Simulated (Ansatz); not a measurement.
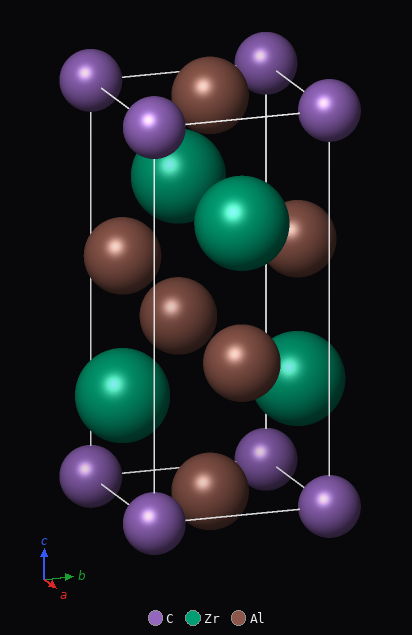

The figure gives a spheres-only picture of the atoms, viewed slightly off an axis. One simulation cell is framed, with atoms on its boundary repeated.

```yaml
crystal:
  lattice:
    - [3.42261, 0.00000, 0.00000]
    - [0.00000, 3.42261, 0.00000]
    - [0.00000, 0.00000, 7.55426]
  atoms:
    - { symbol: C, position: [0.00000, 0.00000, 0.00000] }
    - { symbol: Zr, position: [0.00000, 0.50000, 0.73650] }
    - { symbol: Zr, position: [0.50000, 0.00000, 0.26350] }
    - { symbol: Al, position: [0.50000, 0.50000, 0.00000] }
    - { symbol: Al, position: [0.00000, 0.50000, 0.38350] }
    - { symbol: Al, position: [0.50000, 0.00000, 0.61650] }
```

The calculation used DFT, PAW plane waves, r2SCAN (Ansatz), with a cutoff energy of 500 eV, a 10×10×5 sampling of the Brillouin zone, Gaussian smearing of 0.11 eV, no spin polarisation. The pressure of the cell is 21 GPa.

### State the Bader charges by element.

Zr +0.47 e; Al -0.08 to +1.15 e; C -1.94 e.

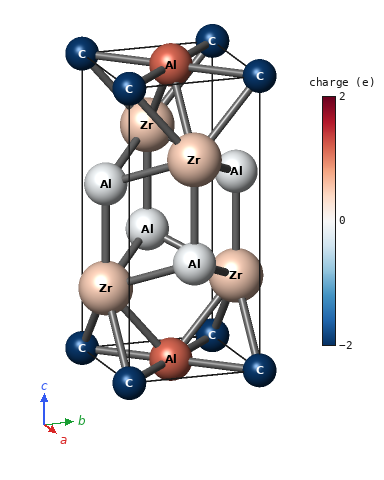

The atoms coloured by those charges.

Where the cell comes from: a generated cell, made by putting these elements into a known structure type (the compound may or may not exist in this form). No relaxation was applied. An electronic-structure calculation with Ansatz was run on it.

At this level of theory the cell isn't at rest (compressed, at 21 GPa and forces up to 1.0 eV/Å), so its distances can differ from those at equilibrium, the more so the softer the solid.
